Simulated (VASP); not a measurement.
Band structure of Si (diamond). These are PW91 GGA, VASP's PBE PAW potentials (set 64) (plane waves; VASP) values and carry that method's errors.

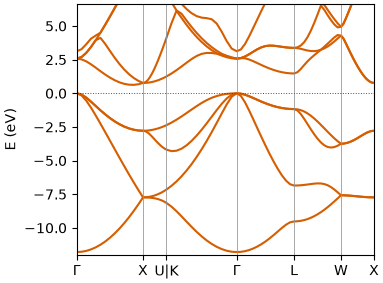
Bands along high-symmetry lines, zero at the valence-band maximum or, without a gap, the Fermi level

Q: Read the plot: is there a gap, and where are the band edges?

A: The gap is indirect, 0.63 eV, from the valence maximum at Γ to the conduction minimum at Γ-X at 0.86. (Edges off the drawn lines would not show.)

Measured: gap 1.23 eV (computed value off by -0.60 eV), as given by Wei Chen et al., Physical Review Materials (2018), doi:10.1103/physrevmaterials.2.073803 [zero-point renormalisation of 0.06 eV added back (the table's ZPR column)].

The compound is Si in the diamond structure. It was relaxed first.
